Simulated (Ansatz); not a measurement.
# C2H6FNOSSi: a dynamics run in two tries

Wanted: a short trajectory, and a check that the input is sound. SMILES of the start: O=C(N[SiH3])C(F)S.

Program: Ansatz 0.2.0. Level of theory: UKS PBE0-D4/STO-3G. These are calculated values, not measurements.

### 1 The structure to begin with

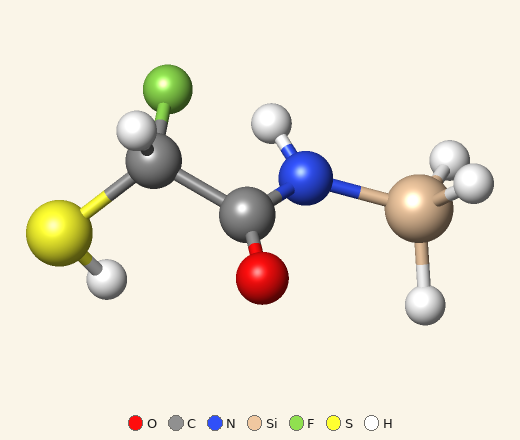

Start, viewed from a chosen angle; oxygen red, carbon grey, nitrogen blue, silicon light orange, fluorine green, sulfur yellow, hydrogen white.

As a file:

```xyz
13

O     0.3148    0.7050    1.7609
C     0.3155    0.5209    0.5274
N     0.0151   -0.6582   -0.1679
Si   -0.3358   -2.2167    0.5500
C     0.6464    1.6386   -0.5728
F     0.6553    0.9890   -1.8348
S    -0.5121    3.0417   -0.5192
H     0.1794   -0.4527   -1.1840
H    -0.7147   -3.0956   -0.5301
H     0.8265   -2.7467    1.2285
H    -1.4189   -2.0779    1.4959
H     1.6611    2.0548   -0.3793
H    -1.6122    2.2630   -0.3599
```

### 2 The run

input.yaml

```yaml
crystal:
  periodic: [false, false, false]
  atoms:
    - { symbol: O, position_ang: [0.314836, 0.704975, 1.760853] }
    - { symbol: C, position_ang: [0.31553, 0.520906, 0.527372] }
    - { symbol: "N", position_ang: [0.015147, -0.658237, -0.167922] }
    - { symbol: Si, position_ang: [-0.335808, -2.216718, 0.55001] }
    - { symbol: C, position_ang: [0.646367, 1.638558, -0.572751] }
    - { symbol: F, position_ang: [0.655285, 0.988973, -1.834792] }
    - { symbol: S, position_ang: [-0.512145, 3.041745, -0.51915] }
    - { symbol: H, position_ang: [0.179448, -0.45273, -1.184042] }
    - { symbol: H, position_ang: [-0.714748, -3.095637, -0.530084] }
    - { symbol: H, position_ang: [0.826499, -2.746655, 1.2285] }
    - { symbol: H, position_ang: [-1.418937, -2.077855, 1.495938] }
    - { symbol: H, position_ang: [1.661091, 2.054824, -0.379345] }
    - { symbol: H, position_ang: [-1.612163, 2.26305, -0.359887] }
magnetization:
  spin_polarized: true
basis:
  gaussian: { orbitals: STO-3G }
hamiltonian:
  xc: pbe0
  dispersion: d4
md:
  timestep: 0.5
  n_steps: 25
  ensemble: nve
  temperature: 300.0
  initial_velocities: maxwell_boltzmann
  seed: 244533
  friction: 0.01
```

On the command line:

```
$ ansatz run input.yaml --threads 1 --pin off --max-ram 2048MiB --backend cpu --events-out ev --progress --plain --runs-dir out
```

The log of the run:

```text
Error: invalid value for `md.friction`: only applies to ensemble: nvt_langevin or npt_langevin — drop it or switch ensemble
```

It took 0.02 s on 1 thread of Arm Neoverse V2, shared host; peak memory 0.03 GiB.

### 3 What went wrong

The program refused the input before any cycle. The line that matters: «invalid value for `md.friction`: only applies to ensemble: nvt_langevin or npt_langevin — drop it or switch ensemble»

Friction belongs to the Langevin ensembles, and this run is at constant energy.

Remedy: drop md.friction, or choose nvt_langevin.

### 4 Second try

Edit input.yaml of step 2 so:

```diff
@@ -25,3 +25,3 @@
   timestep: 0.5
-  n_steps: 25
+  n_steps: 94
   ensemble: nve
@@ -30,2 +30 @@
   seed: 244533
-  friction: 0.01
```

On the command line:

```
$ ansatz run input.yaml --threads 1 --pin off --max-ram 2048MiB --backend cpu --events-out ev --progress --plain --runs-dir out
```

Besides the cure, the cap on steps is lifted. The first and last lines of the walk in its log:

```text
md step     0: t =     0.00 fs  T =   300.0 K  F+E_penalty+E_count = -26799.92267032 eV  E_kin = 0.426558 eV  conserved = -26799.49611232 eV  (28 SCF iters)
md step     1: t =     0.50 fs  T =   289.8 K  F+E_penalty+E_count = -26799.90768214 eV  E_kin = 0.412036 eV  conserved = -26799.49564658 eV  (31 SCF iters)
md step     2: t =     1.00 fs  T =   263.1 K  F+E_penalty+E_count = -26799.86895263 eV  E_kin = 0.374135 eV  conserved = -26799.49481789 eV  (32 SCF iters)
[...]
md step    92: t =    46.00 fs  T =   151.9 K  F+E_penalty+E_count = -26799.71032834 eV  E_kin = 0.215917 eV  conserved = -26799.49441142 eV  (32 SCF iters)
md step    93: t =    46.50 fs  T =   148.4 K  F+E_penalty+E_count = -26799.70533992 eV  E_kin = 0.210987 eV  conserved = -26799.49435315 eV  (32 SCF iters)
md step    94: t =    47.00 fs  T =   142.7 K  F+E_penalty+E_count = -26799.69707104 eV  E_kin = 0.202962 eV  conserved = -26799.49410872 eV  (29 SCF iters)
```

It took 8.1 min on 1 thread of Arm Neoverse V2, shared host; peak memory 0.2 GiB.

With the input mended the run goes through: 94 steps, ending at 143 K.

### 5 Outcome

```
 quantity                                                                           value
first try                                                                         refused
    cause  friction belongs to the Langevin ensembles, and this run is at constant energy
```

**Reading.** The fault in the first input was caught at the input check and cost nothing.
